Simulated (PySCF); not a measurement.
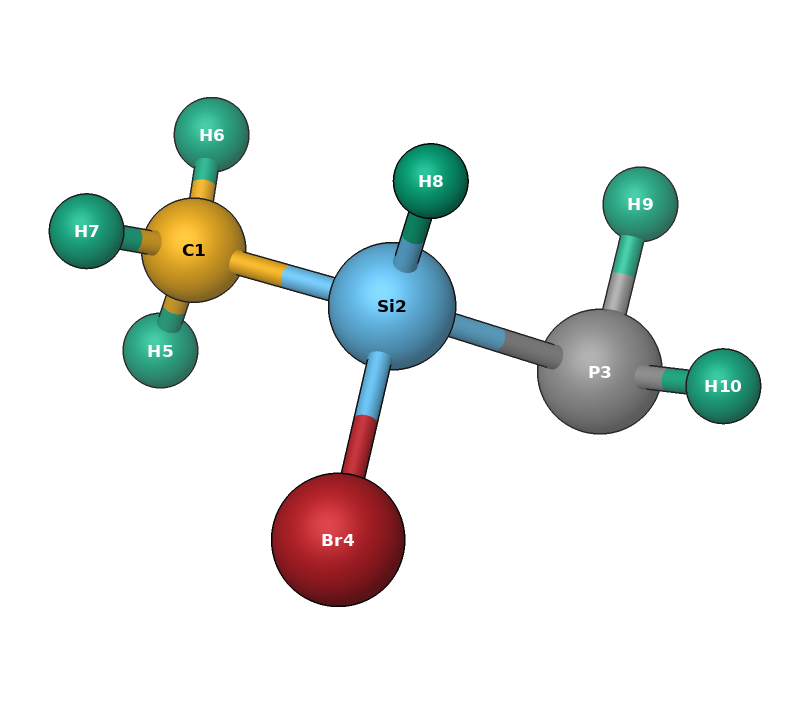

The computed structure is the end point of a GFN2-xTB optimisation. No frequency run is at hand to confirm it as a minimum. Properties computed with delta-SCF UKS SCAN, pcX-2 on the ionised atom, pcseg-1 elsewhere, spin-free X2C (PySCF 2.14.0).

Give the core-electron binding energies (to vacuum; p and d levels without spin–orbit splitting) of C1 1s, Si2 1s, Si2 2p, P3 1s, P3 2p.

```json
{"atom": "C1", "level": "1s", "binding energy (eV)": "290.4"}
{"atom": "Si2", "level": "1s", "binding energy (eV)": "1847.2"}
{"atom": "Si2", "level": "2p", "binding energy (eV)": "107.6"}
{"atom": "P3", "level": "1s", "binding energy (eV)": "2149.9"}
{"atom": "P3", "level": "2p", "binding energy (eV)": "136.7"}
```

The geometry is semi-empirical. Around Br, P, Si such bond lengths and angles can be off by a tenth of an ångström or more and by several degrees, and values that hang on the shape move with them.
